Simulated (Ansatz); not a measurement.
Input

```
crystal:
  periodic: [false, false, false]
  atoms:
    - { symbol: W, position_ang: [0.0, 0.0, 0.0] }
    - { symbol: F, position_ang: [0.0, 0.0, 2.2] }
    - { symbol: Cl, position_ang: [2.39, 0.0, 0.0] }
    - { symbol: Cl, position_ang: [0.0, 2.39, 0.0] }
    - { symbol: Cl, position_ang: [-2.39, 0.0, 0.0] }
    - { symbol: Cl, position_ang: [0.0, -2.39, 0.0] }
    - { symbol: H, position_ang: [0.0, 0.0, -1.72] }
    - { symbol: H, position_ang: [1.3275, 1.3829, 0.637] }
    - { symbol: H, position_ang: [0.9769, 1.0177, 1.6302] }
basis:
  gaussian: { orbitals: def2-SVP }
hamiltonian:
  xc: b3lyp
  dispersion: d4
relax:
  f_tol: 0.15
  max_steps: 25
  restrain:
    - { distance: [0, 7], at: 1.72, k: 30.0 }
    - { distance: [8, 1], at: 0.92, k: 30.0 }
    - { distance: [0, 1], at: 3.05, k: 30.0 }
    - { distance: [8, 7], at: 1.86, k: 30.0 }
output:
  orbitals: {}
```

Run with:

```sh
ansatz run input.yaml --threads 4 --pin off --max-ram 5120MiB --backend cpu --events-out ev --progress --plain --runs-dir out
```

The fields are those of the run's last geometry, not of the input's.

Core potentials replace the inner electrons of W.

Theory: RKS B3LYP-D4/def2-SVP in Ansatz.

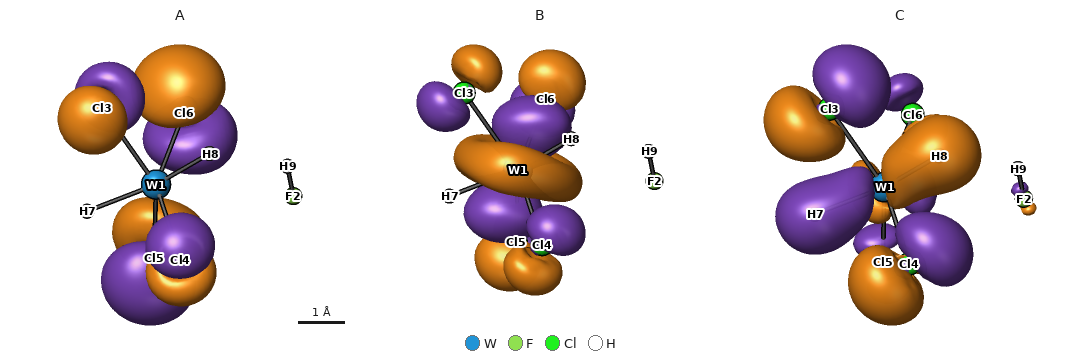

Cl4H2W···HF. Three frontier orbitals at ±0.1 Å⁻³ᐟ² (orange and purple are the two phases), in no order.

Q: Which picture is the HOMO−1, the HOMO and the LUMO?

A: A is the HOMO−1 (−8.72 eV). Its weight (Hirshfeld) is mainly on Cl6 (about 40 %), Cl5 (about 35 %), Cl3 (about 10 %) and Cl4 (about 10 %); largely a combination of lone pairs on Cl6, Cl5, Cl3 and Cl4. C is the HOMO (−8.10 eV). By Hirshfeld shares it lies mainly on Cl3 (about 30 %), Cl4 (about 25 %), W1 (about 15 %), H8 (about 10 %) and H7 (about 10 %). B is the LUMO (−4.66 eV). By Hirshfeld shares it lies mainly on W1 (about 65 %), Cl6 (about 10 %), Cl5 (about 10 %), Cl4 (about 10 %) and Cl3 (about 5 %).

Q: What is the HOMO–LUMO gap?

A: 3.44 eV between the orbital energies.
